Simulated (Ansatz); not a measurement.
The parent structure is CdTe in the zinc blende structure (space group F-43m, No. 216; a = 6.558 Å). Axes: x, y, z lie along the cube axes.

Now apply this change: biaxial strain +0.42 %, plane normal [111], relaxed out of plane (Cartesian); in-plane vectors clamped, the third vector and the atoms free.

The values are results of Ansatz (a first-principles code), r2SCAN, PAW, cutoff 500 eV, scalar-relativistic without spin-orbit coupling, not measurements.

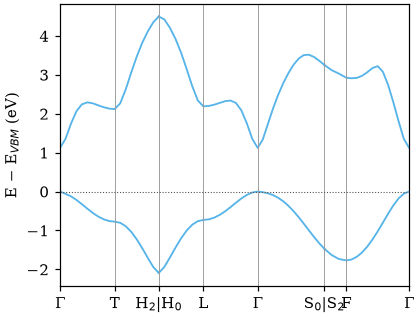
Figure: Highest valence and lowest conduction band along the path of the changed cell's own zone

The gap is 1.12 eV, direct at Γ; the base has 1.17 eV.

With Te present, leaving out spin-orbit coupling can change the band edges. No phonon test of stability was made. Labels are those of the standard path for the cell's own space group.
